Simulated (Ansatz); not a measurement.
## Electronic structure of F4Ti···HCl in real space

Input

```
crystal:
  periodic: [false, false, false]
  atoms:
    - { symbol: Ti, position_ang: [0.0, 0.0, 0.0] }
    - { symbol: F, position_ang: [0.0, 0.0, 2.18] }
    - { symbol: F, position_ang: [1.7257, 0.0, -0.6094] }
    - { symbol: F, position_ang: [-0.8619, 1.4933, -0.6094] }
    - { symbol: F, position_ang: [-0.8619, -1.4933, -0.6094] }
    - { symbol: Cl, position_ang: [-2.5338, 0.0, 0.8419] }
    - { symbol: H, position_ang: [-1.255, 0.0, 2.0249] }
basis:
  gaussian: { orbitals: def2-SVP }
hamiltonian:
  xc: pbe0
relax:
  f_tol: 0.15
  max_steps: 25
  restrain:
    - { distance: [0, 5], at: 3.57, k: 30.0 }
    - { distance: [6, 1], at: 2.12, k: 30.0 }
    - { distance: [0, 1], at: 1.83, k: 30.0 }
    - { distance: [6, 5], at: 1.37, k: 30.0 }
output:
  orbitals: {}
```

Command:

```sh
ansatz run input.yaml --threads 4 --pin off --max-ram 5120MiB --backend cpu --events-out ev --progress --plain --runs-dir out
```

The fields are those of the run's last geometry, not of the input's.

Not at a stationary point (largest force 1.2 eV/Å).

Method: Ansatz 0.2.0, RKS PBE0/def2-SVP.

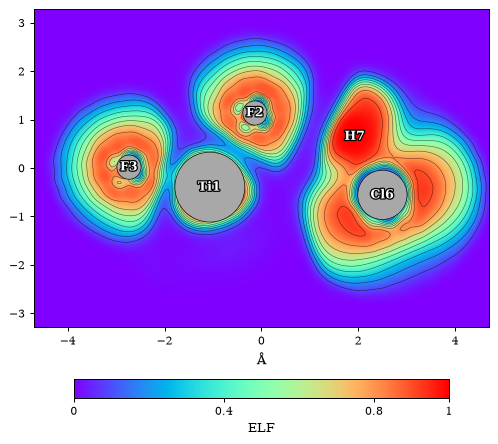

Figure 1. Electron localisation function on the plane of atoms F2, Ti1 and F3. Grey discs cover the atomic cores.

### What does the map show?

Atoms in the plane: Ti, F, Cl and H.
F2···H7 (2.12 Å): the ELF dips to about 0.05 between them.
Ti–F (1.72 Å): the ELF peaks at about 0.80 in the valence shell of F, 0.5 Å from its nucleus, and drops to about 0.30 between the two atoms.
Cl–H (1.33 Å): the ELF climbs to about 1 towards the hydrogen, as it does in any bond to H.
Ti–F (1.79 Å): the ELF peaks at about 0.80 in the valence shell of F, 0.6 Å from its nucleus, and drops to about 0.20 between the two atoms.
The ELF also peaks beside Cl6, away from the bonds: lone-pair regions.

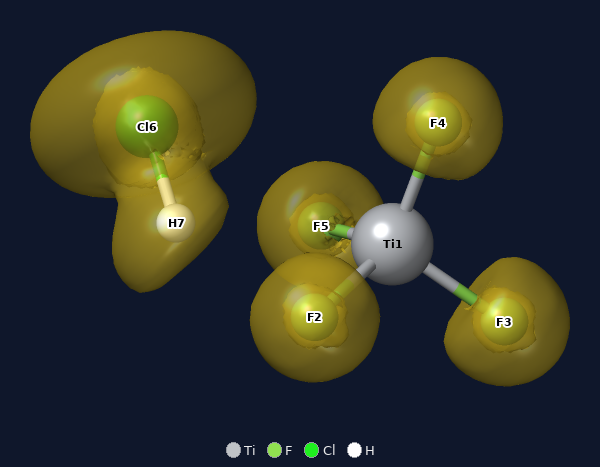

Figure 2. Isosurface of the electron localisation function at 0.75 (yellow), seen at a tilt. Only the valence region is drawn (cores and ρ < 0.01 e/Å³ removed).

### Where are the electrons localised?

The ELF exceeds this value in four regions wrapped around F (the valence shell of each) and one joined region spread over several atoms (Cl, H), in which their bonds and any lone pairs are merged.

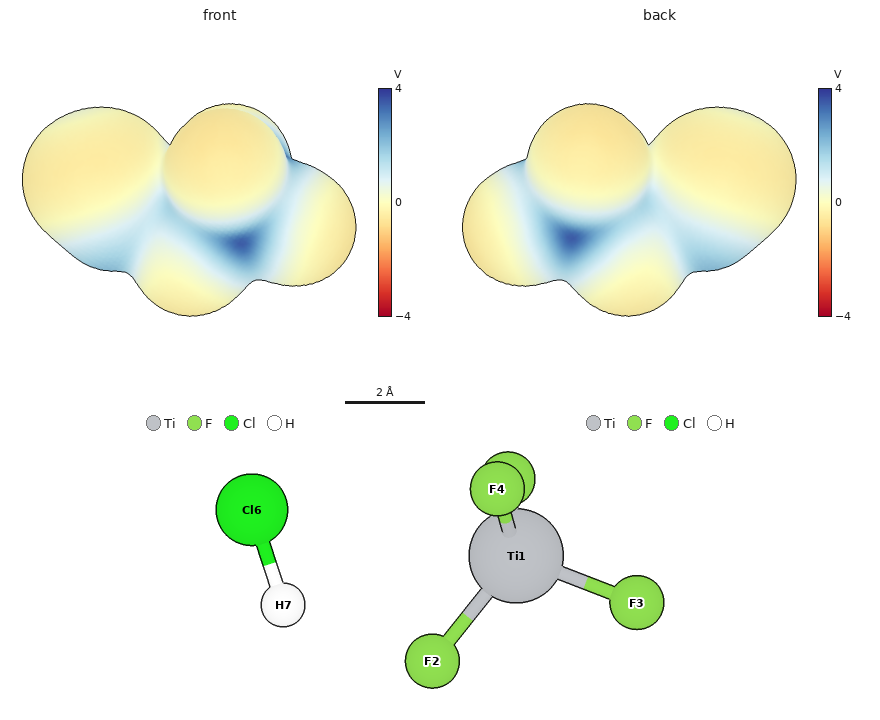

Figure 3. The electrostatic potential painted on the density surface at 0.002 e/bohr³, seen from the front and from behind; red is negative and blue positive. The bare structure is drawn below in the same view.

### Describe the electrostatic potential map.

The most negative region (about −0.6 V) lies over F4 and F5, the most positive (about +3.3 V) over Ti1. Cl6 shows a σ-hole: about +0.4 V at the tip opposite its bond, against about −0.1 V on its flanks.

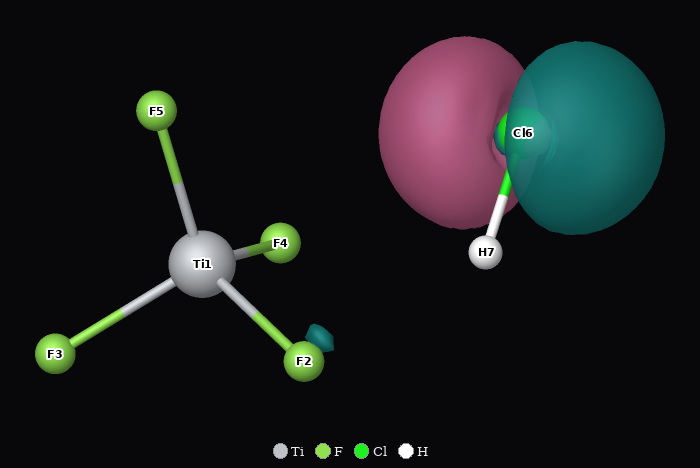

Figure 4. The HOMO−1 at ±0.2 Å⁻³ᐟ² (teal and pink are the two phases), seen at an oblique angle.

### Where does this orbital lie, and at what energy?

It lies mainly on Cl6 (about 95 %); largely a lone pair of Cl6. Its energy is −9.39 eV.
